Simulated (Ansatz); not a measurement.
Equilibrium of C3H6Ge + CH2Cl2 ⇌ C2H3ClGe + C2H5Cl at process temperatures

Species: C3H6Ge `C#[C][GeH2][CH3]`, singlet; CH2Cl2 (dichloromethane) `ClCCl`, singlet; C2H3ClGe `C#[C][GeH2][Cl]`, singlet; C2H5Cl (chloroethane) `CCCl`, singlet. The partners trade CH3 for Cl: Ge–CH3 and C–Cl bonds give way to Ge–Cl and C–CH3.

The electronic reaction energy at CCSD(T)/def2-TZVPP is -117.3 kJ/mol. Shapes: PBE0-D4/def2-TZVP. Programs: Ansatz 0.2.0. Enthalpy and entropy come from rigid-rotor, harmonic-oscillator sums on unscaled PBE0-D4/def2-TZVP wavenumbers, ideal gases at 1 bar. Symmetry numbers: C3H6Ge 1, CH2Cl2 2, C2H3ClGe 1, C2H5Cl 1. R = 8.3145 J/(mol K).

```
T (K)  ΔH (kJ/mol)  ΔS (J/(mol K))
  800       -114.5            -5.2
 1100       -115.2            -6.0
 1400            ?               ?
```

Work out ln K at 800 and 1100 K, and from these estimate it at 1400 K.


1. 800 K: ΔG = -114.5 − 800 × (-5.2)/1000 = -110.3 kJ/mol; ln K = −ΔG/RT = +16.58.
2. 1100 K: ΔG = -115.2 − 1100 × (-6.0)/1000 = -108.6 kJ/mol; ln K = −ΔG/RT = +11.87.
3. Slope against 1000/T: (+11.87 − (+16.58))/(0.9091 − 1.2500) = +13.82, that is −ΔH/R with ΔH near -115 kJ/mol.
4. 1400 K: ln K = +16.58 + (+13.82) × (0.7143 − 1.2500) = +9.18.

The full sums give ΔH = -115.7 kJ/mol, ΔS = -6.3 J/(mol K), ΔG = -106.9 kJ/mol and ln K = +9.18 at 1400 K, so the line is off by 0.00 in ln K; without rounding the miss is +0.01, from the change of ΔH with temperature. The products are favoured over this whole range. An error of 10 kJ/mol in the energy moves ln K by 0.9 at 1400 K. Soft modes are treated as harmonic, which can err either way at these temperatures; the lowest are those of C3H6Ge (121 cm⁻¹), C2H3ClGe (104 cm⁻¹). Relativity is left out for Ge. Outer-core shells of Ge are correlated, in sets that cover them unevenly.

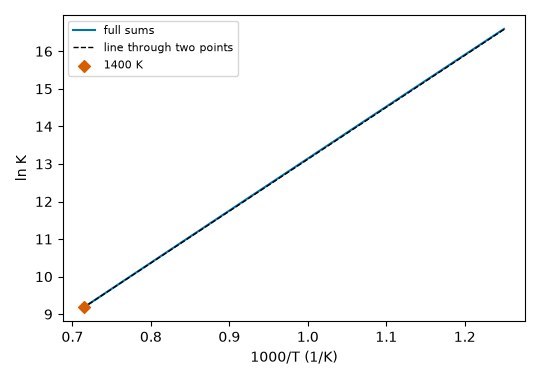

The van 't Hoff plot.
